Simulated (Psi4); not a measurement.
**C2F4O (trifluoroacetyl fluoride) at DSD-PBEP86/cc-pVDZ (density fitting for correlation)**

What is the vertical ionisation energy of C2F4O (trifluoroacetyl fluoride) at DSD-PBEP86/cc-pVDZ (density fitting for correlation)? 

Program for the calculation: Psi4 1.11.

1 further run of the same task is left out (set aside as unsound or not needed).

## 1. The system as given

The species is C2F4O (7 atoms), meant as a singlet with charge 0. As SMILES, `O=C(F)C(F)(F)F`. The coordinates come from a PBE0-D4/def2-TZVP relaxation.

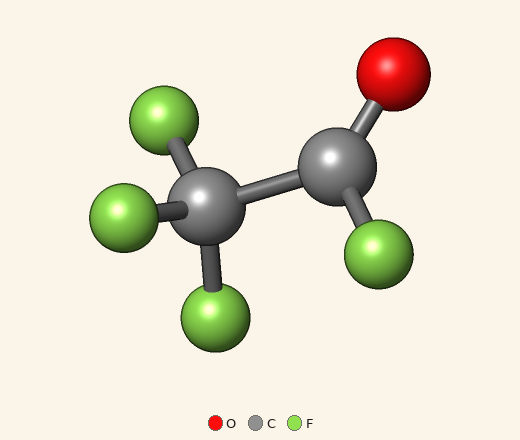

The structure, seen from a chosen angle (oxygen red, carbon grey, fluorine green).

## 2. A single-point energy at DSD-PBEP86/cc-pVDZ (density fitting for correlation)

The input, job.py:

```python
import psi4

psi4.set_memory('2200 MB')
psi4.set_num_threads(1)
psi4.core.set_output_file('psi4.out', False)

mol = psi4.geometry("""
0 1
O
C 1 1.172007
F 2 1.325825 1 124.03639
C 2 1.54187 1 126.444 3 179.97826
F 4 1.329569 2 109.82491 1 120.48043
F 4 1.329637 5 108.69957 2 -120.14246
F 4 1.318381 5 109.13886 6 -118.93529
symmetry c1
""")

psi4.set_options({
    'puream': True,
    'e_convergence': 1e-09,
    'd_convergence': 1e-08,
    'scf_type': 'pk',
    'dft_radial_points': 99,
    'dft_spherical_points': 590,
    'num_frozen_docc': 7,
})

e_tot = psi4.energy("dsd-pbep86/cc-pVDZ")
print(f'total energy {e_tot:.8f} hartree = {e_tot * 27.211386:.5f} eV')
```

Command:

```
$ python job.py
```

psi4.out (excerpt; [...] marks lines left out):

```text
[...]
  Running in c1 symmetry.
[...]
  Nuclear repulsion =  336.982293346171559
[...]
  Multiplicity = 1
[...]
  Nalpha       = 28
  Nbeta        = 28
[...]
    Number of basis functions: 98
[...]
   @RKS iter   1:  -549.14698500966790   -4.34721e-01   6.83249e-03 DIIS/ADIIS
[...]
   @RKS iter  13:  -549.31275624641239    0.00000e+00   2.68941e-09 DIIS
[...]
    Orbital Energies [Eh]
    ---------------------
    Doubly Occupied:
       1A    -25.817094     2A    -25.817083     3A    -25.816905
       4A    -25.816511     5A    -20.138255     6A    -11.174622
       7A    -11.095113     8A     -1.641282     9A     -1.573005
      10A     -1.543227    11A     -1.541950    12A     -1.368174
      13A     -0.974986    14A     -0.855091    15A     -0.795709
      16A     -0.790336    17A     -0.781660    18A     -0.693202
      19A     -0.686015    20A     -0.663573    21A     -0.656657
      22A     -0.654980    23A     -0.620973    24A     -0.619072
      25A     -0.599852    26A     -0.568725    27A     -0.532815
      28A     -0.472353
[...]
  @RKS Final Energy:  -549.31275624641239
   => Energetics <=
    Nuclear Repulsion Energy =            336.9822933461715593
    One-Electron Energy =               -1431.5231602435026161
    Two-Electron Energy =                 562.6614428767055642
    DFT Exchange-Correlation Energy =     -17.4333322257870513
    Empirical Dispersion Energy =           0.0000000000000000
    VV10 Nonlocal Energy =                  0.0000000000000000
    Total Energy =                       -549.3127562464123912
[...]
 Multipole Moments:
 ------------------------------------------------------------------------------------
     Multipole            Electronic (a.u.)      Nuclear  (a.u.)        Total (a.u.)
 ------------------------------------------------------------------------------------
 L = 1.  Multiply by 2.5417464519 to convert [e a0] to [Debye]
 Dipole X            :          0.0001305           -0.0005782           -0.0004477
 Dipole Y            :          0.7613549           -0.7227778            0.0385771
 Dipole Z            :          1.9263028           -1.6645755            0.2617273
 Magnitude           :                                                    0.2645554
[...]
```

Standard output:

```text
total energy -549.92279152 hartree = -14964.16135 eV
```

Run time: 33 s. Hardware: 1 thread of AMD EPYC 7R43 (Zen 3), shared host; peak memory 1.3 GiB.

## 3. The doublet cation at the same level

The input, c2f4o.inp:

```
memory 2200 MB

molecule geom {
  1 2
  O
  C 1 r2
  F 2 r3 1 a3
  C 2 r4 1 a4 3 d4
  F 4 r5 2 a5 1 d5
  F 4 r6 5 a6 2 d6
  F 4 r7 5 a7 6 d7

  r2 = 1.172007
  r3 = 1.325825
  a3 = 124.03639
  r4 = 1.54187
  a4 = 126.444
  d4 = 179.97826
  r5 = 1.329569
  a5 = 109.82491
  d5 = 120.48043
  r6 = 1.329637
  a6 = 108.69957
  d6 = -120.14246
  r7 = 1.318381
  a7 = 109.13886
  d7 = -118.93529
  symmetry c1
  no_reorient
  no_com
}

set reference uks
set puream true
set e_convergence 1e-09
set d_convergence 1e-08
set scf_type pk
set dft_radial_points 99
set dft_spherical_points 590
set num_frozen_docc 7
set maxiter 100

e, wfn = energy('dsd-pbep86/cc-pVDZ', return_wfn=True)
print_variables()
```

Command:

```
$ psi4 c2f4o.inp c2f4o.out -n 1
```

c2f4o.out (excerpt; [...] marks lines left out):

```text
[...]
  Running in c1 symmetry.
[...]
  Nuclear repulsion =  336.982293346171559
[...]
  Multiplicity = 2
[...]
  Nalpha       = 28
  Nbeta        = 27
[...]
    Number of basis functions: 98
[...]
   @UKS iter   1:  -548.59575648347777    1.16508e-01   7.43051e-03 DIIS/ADIIS
[...]
   @UKS iter  21:  -548.85896485125704   -3.41061e-12   3.87807e-09 DIIS
[...]
   @S^2 Observed:                7.661393287E-01
[...]
    Orbital Energies [Eh]
    ---------------------
    Alpha Occupied:
       1A    -26.138458     2A    -26.040480     3A    -26.040471
       4A    -26.036591     5A    -20.607290     6A    -11.437877
       7A    -11.432343     8A     -1.897820     9A     -1.858464
      10A     -1.810468    11A     -1.761492    12A     -1.760744
      13A     -1.259576    14A     -1.138122    15A     -1.093963
      16A     -1.073230    17A     -1.030563    18A     -1.002767
      19A     -0.993148    20A     -0.969726    21A     -0.932272
      22A     -0.915988    23A     -0.874859    24A     -0.874120
      25A     -0.833238    26A     -0.833112    27A     -0.812206
      28A     -0.804699
    Alpha Virtual:
[...]
  @UKS Final Energy:  -548.85896485125704
   => Energetics <=
    Nuclear Repulsion Energy =            336.9822933461715593
    One-Electron Energy =               -1416.1171402619006585
    Two-Electron Energy =                 547.5736718446130453
    DFT Exchange-Correlation Energy =     -17.2977897801409313
    Empirical Dispersion Energy =           0.0000000000000000
    VV10 Nonlocal Energy =                  0.0000000000000000
    Total Energy =                       -548.8589648512570420
[...]
 Multipole Moments:
 ------------------------------------------------------------------------------------
     Multipole            Electronic (a.u.)      Nuclear  (a.u.)        Total (a.u.)
 ------------------------------------------------------------------------------------
 L = 1.  Multiply by 2.5417464519 to convert [e a0] to [Debye]
 Dipole X            :         -0.0003645           -0.0005782           -0.0009427
 Dipole Y            :         -0.4000333           -0.7227778           -1.1228111
 Dipole Z            :          0.2929795           -1.6645755           -1.3715960
 Magnitude           :                                                    1.7725635
[...]
```

Wall time 61 s (1 thread of AMD EPYC 7R43 (Zen 3), shared host); peak memory 1.3 GiB.

## 4. Outcome

Level: DSD-PBEP86/cc-pVDZ (density fitting for correlation), 7 core orbitals frozen.

| quantity | value |
| --- | --- |
| singlet C2F4O: total energy | -549.92279 Eh |
| singlet C2F4O: HOMO energy (SCF part's orbitals) | -12.85 eV |
| singlet C2F4O: LUMO energy (SCF part's orbitals) | 1.17 eV |
| singlet C2F4O: HOMO–LUMO gap (SCF part's orbitals) | 14.02 eV |
| doublet cation: total energy | -549.45135 Eh |
| doublet cation: HOMO energy (SCF part's orbitals) (highest over α and β) | -21.90 eV |
| doublet cation: LUMO energy (SCF part's orbitals) (lowest over α and β) | -11.86 eV |
| doublet cation: ⟨S²⟩ | 0.766 |
| vertical ionisation energy (to the doublet cation) | 12.829 eV |

Removing an electron at fixed nuclei costs 12.83 eV (296 kcal/mol). −ε(HOMO) before ionisation, 12.85 eV, is 0.02 eV above this ionisation energy.
